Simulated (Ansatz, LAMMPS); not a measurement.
## A frame of liquid 62SiO2-17Al2O3-10MgO-10Na2O (mol %) from 2000 K, run at 300 K (94 atoms): a short ab initio trajectory

How do the atoms of a frame of liquid 62SiO2-17Al2O3-10MgO-10Na2O (mol %) from 2000 K, run at 300 K (94 atoms) move, and what local order do they keep?

Calculated with Ansatz 0.2.0; Kohn-Sham DFT, r2SCAN, PAW (set soft_2), plane waves.

## (1) The structure

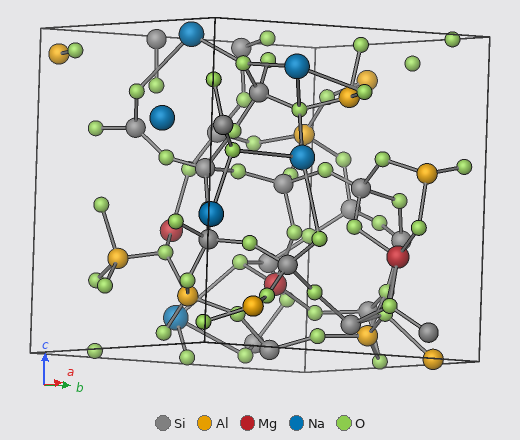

The cell as given, slightly off an axis (silicon grey, aluminium orange, magnesium red, sodium blue, oxygen green). Bonds to atoms that aren't drawn are left out. Some periodic images of atoms are drawn too.

The cell holds 94 atoms: 18 Si, 10 Al, 3 Mg, 6 Na and 57 O. Cell: a = 10.790 Å, b = 10.790 Å, c = 10.790 Å, α = 90.0°, β = 90.0°, γ = 90.0°. 94 atoms (18 Si, 10 Al, 3 Mg, 6 Na, 57 O) placed at random at 2.51 g/cm³, melted at 4000 K for 10 ps at fixed volume with the Morse and Coulomb pair potential with partial charges (Pedone, Malavasi, Menziani, Cormack and Segre, J. Phys. Chem. B 110, 11780 (2006)). Snapshot at the end of a hold of 10 ps at 2000 K and fixed volume.

Before any run, some limits are plain. The network of bonds at the start is that of the classical potential that made the cell, and needn't be the one that DFT or experiment would give. The cell was made at 2000 K but the dynamics is set to 300 K: the trajectory isn't one at 2000 K. Sampling is at Γ alone, for a cell whose shortest periodic width is 11 Å.

## (2) Single point at the start

A single point comes first, to see the forces before anything moves.

Input file input.yaml:

```yaml
crystal:
  lattice:
    - [10.7901, 0.0, 0.0]
    - [0.0, 10.7901, 0.0]
    - [0.0, 0.0, 10.7901]
  atoms:
    - { symbol: Si, position: [0.11081, 0.78395, 0.32105] }
    - { symbol: Si, position: [0.99988, 0.81303, 0.07826] }
    - { symbol: Si, position: [0.06248, 0.61324, 0.71342] }
    - { symbol: Si, position: [0.54118, 0.99323, 0.38777] }
    [... 84 atom lines left out ...]
    - { symbol: O, position: [0.74517, 0.55552, 0.19545] }
    - { symbol: O, position: [0.04044, 0.20531, 0.23463] }
    - { symbol: O, position: [0.95049, 0.58265, 0.8074] }
    - { symbol: O, position: [0.89456, 0.73523, 0.15933] }
    - { symbol: O, position: [0.28636, 0.74334, 0.5824] }
    - { symbol: O, position: [0.0355, 0.76429, 0.68996] }
kpoints:
  mp_grid: { grid: [1, 1, 1] }
hamiltonian:
  xc: r2scan
scf:
  occupations: { method: fermi_dirac, width: 0.172 }
output:
  forces: true
```

Run with:

```sh
$ ansatz run input.yaml --threads 4 --pin off --max-ram 8192MiB --backend cpu --events-out ev --progress --plain --runs-dir out
```

Run time: 38 s. Hardware: 4 threads of Arm Neoverse V2, shared host; peak memory 3.4 GiB; 2.3 min of CPU time.

Read from the output:

| Item | Value |
| --- | --- |
| free energy | -64113.5404 eV |
| free energy per atom | -682.0589 eV/atom |
| SCF cycles | 10 |
| r.m.s. force component | 3.211 eV/Å |
| longest force | 21.92 eV/Å |
| Fermi energy | 5.176 eV |

The r.m.s. force component of 3.2 eV/Å sets the starting point.

Length of the force by element:

| element | coordination | atoms | mean length of the force (eV/Å) | spread | least | most |
| --- | --- | --- | --- | --- | --- | --- |
| Al | all | 10 | 4.95 | 2.47 | 1.91 | 9.98 |
| Mg | all | 3 | 2.45 | 0.337 | 2.10 | 2.91 |
| Na | all | 6 | 1.40 | 1.54 | 0.462 | 4.81 |
| O | all | 57 | 3.61 | 2.96 | 0.761 | 13.5 |
| Si | all | 18 | 6.66 | 5.35 | 1.24 | 21.9 |

## (3) Dynamics started at 300 K

A Nosé–Hoover thermostat steers the temperature while disturbing the dynamics little. The time step is 1.0 fs.

Changes to input.yaml since step 2:

```diff
@@ -15 +15,8 @@
   forces: true
+md:
+  timestep: 1.0
+  n_steps: 100
+  ensemble: nvt_nose_hoover
+  temperature: 300
+  initial_velocities: maxwell_boltzmann
+  seed: 2832
```

The job ended after 32 min (4 threads; peak memory 3.6 GiB; 2.1 h of CPU time).

The program notes that it switched symmetry off.

The trajectory, sampled:

| time (fs) | T (K) | potential (meV/atom) | conserved (meV/atom) |
| --- | --- | --- | --- |
| 0.0 | 300 | 0.0 | 0.00 |
| 7.0 | 1412 | -144.0 | -1.06 |
| 13.0 | 1554 | -167.6 | -0.82 |
| 20.0 | 1376 | -156.9 | -0.86 |
| 27.0 | 1127 | -136.6 | -0.65 |
| 33.0 | 1266 | -162.5 | -0.82 |
| 40.0 | 1400 | -190.0 | -0.88 |
| 47.0 | 1228 | -179.2 | -0.83 |
| 53.0 | 1162 | -180.0 | -0.83 |
| 60.0 | 1267 | -205.4 | -0.91 |
| 67.0 | 1207 | -210.8 | -0.92 |
| 73.0 | 1142 | -212.9 | -0.92 |
| 80.0 | 1144 | -225.6 | -0.98 |
| 87.0 | 1021 | -221.5 | -0.97 |
| 93.0 | 1025 | -231.2 | -1.00 |
| 100.0 | 1004 | -239.5 | -1.02 |

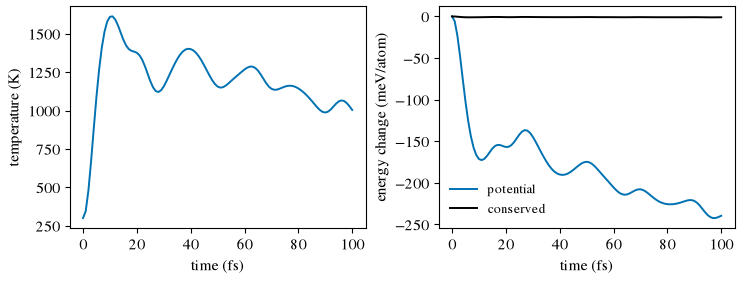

Temperature and energies against time.

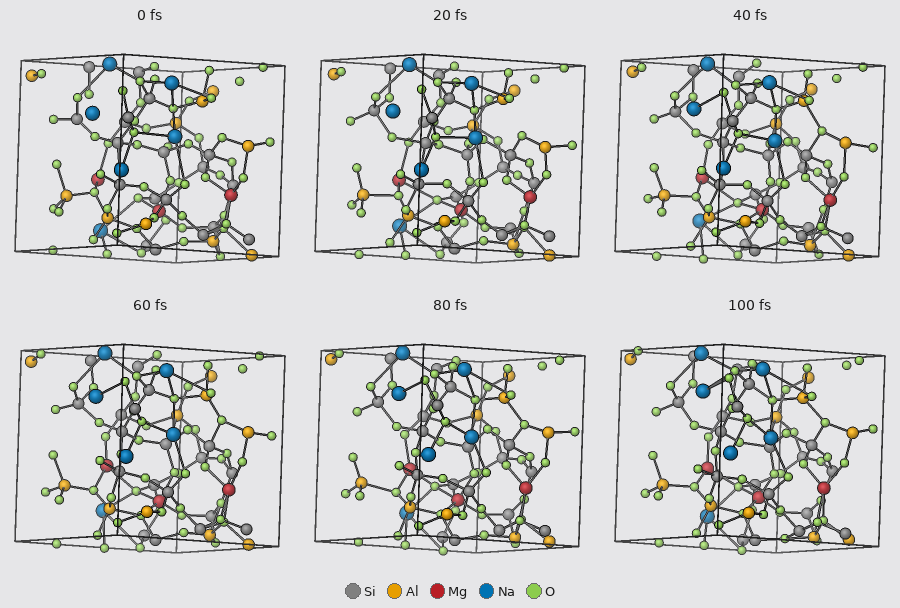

6 frames of the run. Bonds to atoms that aren't drawn are left out.

Mean square displacement from the first frame to the last: Si 0.12 Å², Al 0.15 Å², Mg 0.24 Å², Na 0.54 Å², O 0.22 Å².

Table of mean square displacement by time lag:

| time lag (fs) | Al (Å²) | Mg (Å²) | Na (Å²) | O (Å²) | Si (Å²) |
| --- | --- | --- | --- | --- | --- |
| 1.0 | 1.1e-4 | 1.0e-4 | 1.3e-4 | 1.7e-4 | 1.4e-4 |
| 7.0 | 0.00530 | 0.00492 | 0.00644 | 0.00802 | 0.00643 |
| 13.0 | 0.0167 | 0.0166 | 0.0223 | 0.0243 | 0.0188 |
| 19.0 | 0.0311 | 0.0340 | 0.0471 | 0.0432 | 0.0311 |
| 25.0 | 0.0454 | 0.0554 | 0.0794 | 0.0609 | 0.0391 |
| 31.0 | 0.0582 | 0.0789 | 0.117 | 0.0774 | 0.0423 |
| 37.0 | 0.0699 | 0.103 | 0.159 | 0.0936 | 0.0434 |
| 43.0 | 0.0812 | 0.126 | 0.201 | 0.109 | 0.0456 |
| 50.0 | 0.0949 | 0.151 | 0.251 | 0.123 | 0.0515 |

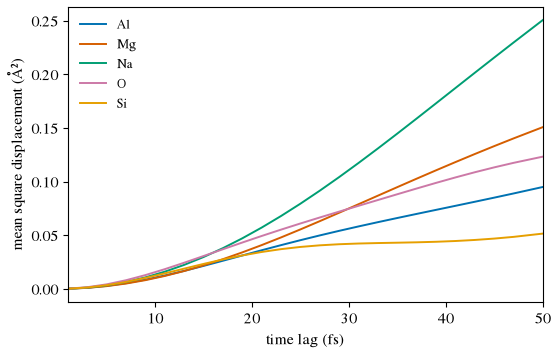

Mean square displacement, plotted against time lag.

Over the second half of 100 fs the temperature averages 1135 K, falling from about 1205 to 1026 K (means over the first and last quarter of that half). The conserved energy stays within 1.10 meV/atom. From first frame to last Na has the largest mean square displacement, 0.54 Å² at the end; the farthest move is 1.03 Å. The mean temperature of 1135 K lies well off the 300 K of the input, so the thermostat hasn't yet brought the run to equilibrium. The run spans 0.10 ps, too short for its means to be equilibrium values.

## (4) Local order late in the run

The g(r) is a mean over the second half; what follows it is taken at the last frame.

Bonds before and after, by the cutoffs listed below:

| pair | bonds before | bonds after | mean before (Å) | mean after (Å) | spread before (Å) | spread after (Å) |
| --- | --- | --- | --- | --- | --- | --- |
| O-Si | 73 | 73 | 1.654 | 1.654 | 0.136 | 0.089 |
| O-Al | 40 | 41 | 1.798 | 1.815 | 0.169 | 0.131 |
| O-Mg | 11 | 13 | 2.079 | 2.078 | 0.230 | 0.194 |

Density 2.51 g/cm³, 13.36 Å³ an atom.

Mean of 14 frames. g(r), total and by pair (bins of 0.2 Å):

| r (Å) | total | O-O | O-Si | O-Al | O-Na | O-Mg | Si-Si |
| --- | --- | --- | --- | --- | --- | --- | --- |
| 1.40 | 0.08 | 0.00 | 0.34 | 0.00 | 0.00 | 0.00 | 0.00 |
| 1.60 | 2.62 | 0.00 | 9.90 | 2.45 | 0.00 | 0.00 | 0.00 |
| 1.80 | 1.52 | 0.00 | 2.67 | 6.37 | 0.00 | 2.07 | 0.00 |
| 2.00 | 0.42 | 0.00 | 0.11 | 1.96 | 0.40 | 2.91 | 0.00 |
| 2.20 | 0.28 | 0.03 | 0.04 | 0.31 | 1.71 | 2.19 | 0.00 |
| 2.40 | 0.44 | 0.68 | 0.00 | 0.10 | 1.54 | 1.48 | 0.00 |
| 2.60 | 1.18 | 2.84 | 0.00 | 0.04 | 1.05 | 0.25 | 0.00 |
| 2.80 | 1.22 | 2.58 | 0.06 | 0.18 | 0.99 | 0.40 | 0.66 |
| 3.00 | 0.98 | 1.27 | 0.27 | 0.32 | 1.25 | 0.47 | 2.59 |
| 3.20 | 1.03 | 0.83 | 0.63 | 0.57 | 0.95 | 0.68 | 3.25 |
| 3.40 | 0.87 | 0.79 | 0.93 | 0.75 | 0.68 | 0.47 | 0.69 |
| 3.60 | 0.92 | 0.70 | 1.06 | 1.21 | 0.63 | 1.26 | 0.36 |
| 3.80 | 0.97 | 0.76 | 1.48 | 1.11 | 0.95 | 1.02 | 0.16 |
| 4.00 | 1.11 | 0.67 | 1.77 | 1.34 | 1.17 | 1.14 | 0.53 |
| 4.20 | 1.17 | 0.62 | 1.67 | 1.86 | 1.17 | 1.58 | 0.71 |
| 4.40 | 1.00 | 0.74 | 1.14 | 1.39 | 1.14 | 1.89 | 0.92 |
| 4.60 | 1.00 | 0.96 | 0.86 | 1.10 | 1.32 | 1.54 | 1.02 |
| 4.80 | 1.06 | 1.31 | 0.87 | 0.75 | 1.07 | 1.31 | 1.10 |
| 5.00 | 1.03 | 1.31 | 0.77 | 0.79 | 0.74 | 0.88 | 1.39 |
| 5.20 | 1.07 | 1.42 | 0.77 | 0.76 | 0.89 | 0.73 | 1.71 |

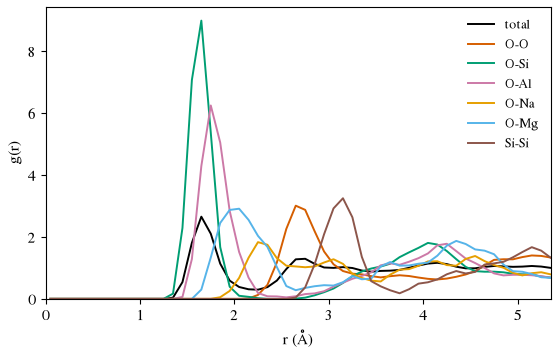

Pair distribution functions, lightly smoothed.

Bonds by pair of elements; cutoffs follow the first minimum of g(r), held within bounds set by covalent radii, and pairs that aren't listed don't count as bonded:

| pair A-B | cutoff (Å) | bonds | mean length (Å) | spread (Å) | shortest (Å) | B about A | A about B |
| --- | --- | --- | --- | --- | --- | --- | --- |
| O-Si | 2.16 | 73 | 1.65 | 0.089 | 1.47 | 1.28 | 4.06 |
| O-Al | 2.38 | 41 | 1.81 | 0.131 | 1.57 | 0.719 | 4.1 |
| O-Na | 2.71 | 18 | 2.40 | 0.196 | 1.99 | 0.316 | 3 |
| O-Mg | 2.68 | 13 | 2.08 | 0.194 | 1.84 | 0.228 | 4.33 |

The cutoff for O-Na falls short of the minimum of g(r), so counts run low and odd coordinations can be artefacts.

How many atoms have how many bonded neighbours:

| element | mean | 2 | 3 | 4 | 5 |
| --- | --- | --- | --- | --- | --- |
| Al | 4.1 | 0 | 0 | 9 | 1 |
| Mg | 4.33 | 0 | 0 | 2 | 1 |
| Na | 3 | 1 | 4 | 1 | 0 |
| O | 2.54 | 33 | 17 | 7 | 0 |
| Si | 4.06 | 0 | 0 | 17 | 1 |

Bond angles, per cent of each kind in bins of 5°:

| angle (°) | O-Si-O | O-Al-O | Al-O-Si | O-Mg-O | Si-O-Si |
| --- | --- | --- | --- | --- | --- |
| 60–65 | 0.0 | 0.0 | 0.0 | 4.5 | 0.0 |
| 65–70 | 0.0 | 0.0 | 0.0 | 9.1 | 0.0 |
| 70–75 | 0.0 | 0.0 | 0.0 | 0.0 | 0.0 |
| 75–80 | 0.0 | 3.1 | 0.0 | 0.0 | 0.0 |
| 80–85 | 1.8 | 3.1 | 0.0 | 0.0 | 0.0 |
| 85–90 | 1.8 | 0.0 | 0.0 | 9.1 | 0.0 |
| 90–95 | 6.2 | 12.5 | 0.0 | 4.5 | 0.0 |
| 95–100 | 8.9 | 10.9 | 10.3 | 13.6 | 0.0 |
| 100–105 | 10.7 | 14.1 | 0.0 | 4.5 | 0.0 |
| 105–110 | 24.1 | 10.9 | 0.0 | 13.6 | 0.0 |
| 110–115 | 20.5 | 14.1 | 17.2 | 4.5 | 0.0 |
| 115–120 | 16.1 | 10.9 | 13.8 | 9.1 | 9.1 |
| 120–125 | 7.1 | 9.4 | 10.3 | 9.1 | 13.6 |
| 125–130 | 1.8 | 3.1 | 3.5 | 0.0 | 4.5 |
| 130–135 | 0.0 | 1.6 | 10.3 | 4.5 | 4.5 |
| 135–140 | 0.0 | 3.1 | 13.8 | 4.5 | 9.1 |
| 140–145 | 0.0 | 0.0 | 6.9 | 4.5 | 0.0 |
| 145–150 | 0.0 | 0.0 | 0.0 | 0.0 | 13.6 |
| 150–155 | 0.0 | 1.6 | 0.0 | 4.5 | 9.1 |
| 155–160 | 0.0 | 1.6 | 3.5 | 0.0 | 18.2 |
| 160–165 | 0.0 | 0.0 | 3.5 | 0.0 | 13.6 |
| 165–170 | 0.0 | 0.0 | 6.9 | 0.0 | 0.0 |
| 170–175 | 0.9 | 0.0 | 0.0 | 0.0 | 4.5 |

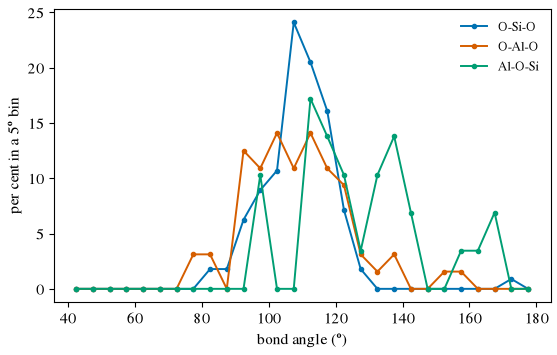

Distributions of the most common bond angles.

Bond angles (no mean is given where the spread exceeds 20°):

| angle | count | mean (°) | spread (°) |
| --- | --- | --- | --- |
| O-Si-O | 112 | 109 | 10.9 |
| O-Al-O | 64 | 108 | 15.7 |
| Al-O-Si | 29 | 128 | 19.4 |
| O-Mg-O | 22 | - | - |
| Si-O-Si | 22 | 145 | 16.4 |

Oxygen atoms by the number of network formers (Si, P, Ge, B, Al, As, Ga) bound to them:

| network formers bound to O | O atoms | per cent |
| --- | --- | --- |
| 0 | 0 | 0 |
| 1 | 8 | 14 |
| 2 | 41 | 71.9 |
| 3 | 8 | 14 |

Network units: each former by its oxygen neighbours and how many of them bridge to another former:

| former | O neighbours | bridging O | atoms |
| --- | --- | --- | --- |
| Si | 4 | 3 | 8 |
| Si | 4 | 4 | 9 |
| Si | 5 | 5 | 1 |
| Al | 4 | 4 | 9 |
| Al | 5 | 5 | 1 |

Bond length by coordination (bonds to H left out):

| element | coordination | atoms | mean bond length (Å) |
| --- | --- | --- | --- |
| Al | 4 | 9 | 1.80 |
| Al | 5 | 1 | 1.89 |
| Mg | 4 | 2 | 2.02 |
| Mg | 5 | 1 | 2.17 |
| Na | 2 | 1 | 2.37 |
| Na | 3 | 4 | 2.43 |
| Na | 4 | 1 | 2.31 |
| O | 2 | 33 | 1.66 |
| O | 3 | 17 | 1.91 |
| O | 4 | 7 | 2.08 |
| Si | 4 | 17 | 1.64 |
| Si | 5 | 1 | 1.78 |

Rings of the network by King's shortest-path rule, up to 12 atoms, one path for each pair of neighbours; H, halogens, alkali and alkaline-earth atoms are left out, and the last column divides by all other atoms, bonded or not:

| ring size (atoms) | rings | per network atom |
| --- | --- | --- |
| 4 | 4 | 0.047 |
| 6 | 4 | 0.047 |
| 8 | 10 | 0.118 |
| 10 | 13 | 0.153 |
| 12 | 16 | 0.188 |

For some of the pairs, g(r) has its first main peak near 2.7 Å (O-O), 1.6 Å (O-Si), 1.7 Å (O-Al), 2.3 Å (O-Na), 1.9 Å (O-Mg) and 3.2 Å (Si-Si). The O-Si-O angle averages 109° with a spread of 11°. 72 % of the oxygens bridge two formers (Si and Al) and 14 % are non-bridging; 14 % join three. The commonest Si unit has 4 oxygens, 4 of them shared with other formers (9 of 18 atoms). Rings of 12 atoms are the most common (34 % of those counted); sizes run from 4 to 12, where the search stops.

(Part 1 of 2 ends here.)

[Logs are printed without paths, hosts, clocks, repeated set-up lines and the standing remarks that a program may print on its own settings, such as how far it seeks lower states.]

[Hosts, paths, dates, database ids (printed as entryN), source tags and the programs' standing remarks are cut or masked in the printed files.]
